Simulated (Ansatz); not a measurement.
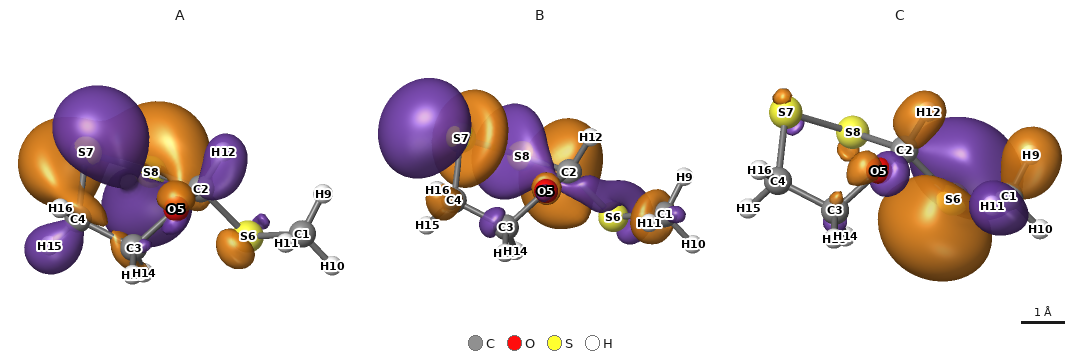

*C₄H₈OS₃. Three frontier orbitals at ±0.08 Å⁻³ᐟ² (orange and purple are the two phases), in no order.*

Geometry: r2SCAN-D4/def2-SVP.

These are results of Ansatz 0.2.0, isolated molecule in a Gaussian basis; Kohn-Sham density functional theory, functional PBE0, not measurements.

```yaml
atoms:
  - { symbol: C, position_ang: [1.5559, -0.8784, 0.0669] }
  - { symbol: C, position_ang: [0.3747, 0.6531, -1.8826] }
  - { symbol: C, position_ang: [-1.7780, 1.3119, -1.1440] }
  - { symbol: C, position_ang: [-2.3575, 2.2341, -2.2248] }
  - { symbol: O, position_ang: [-0.3670, 1.4675, -1.0370] }
  - { symbol: S, position_ang: [0.4633, -1.1058, -1.3662] }
  - { symbol: S, position_ang: [-1.1890, 2.4403, -3.6307] }
  - { symbol: S, position_ang: [-0.3312, 0.5498, -3.6087] }
  - { symbol: H, position_ang: [2.5737, -0.5954, -0.2424] }
  - { symbol: H, position_ang: [1.5970, -1.8404, 0.5965] }
  - { symbol: H, position_ang: [1.1376, -0.1151, 0.7390] }
  - { symbol: H, position_ang: [1.3905, 1.0801, -1.9054] }
  - { symbol: H, position_ang: [-2.2031, 1.5685, -0.1616] }
  - { symbol: H, position_ang: [-2.0204, 0.2564, -1.3560] }
  - { symbol: H, position_ang: [-3.3336, 1.8561, -2.5720] }
  - { symbol: H, position_ang: [-2.4921, 3.2593, -1.8423] }
```

> Order the three orbitals by energy and name them.

C is the HOMO−1 (−6.97 eV). It lies mainly on S6 (about 75 %) and C1 (about 5 %); largely a lone pair of S6. A is the HOMO (−6.49 eV). Its weight (Hirshfeld) is mainly on S7 (about 45 %) and S8 (about 35 %); π-antibonding (π*) across S7–S8. B is the LUMO (−1.00 eV). Its weight (Hirshfeld) is mainly on S7 (about 40 %), S8 (about 35 %) and S6 (about 5 %).

> What is the HOMO–LUMO gap?

5.49 eV between the orbital energies.
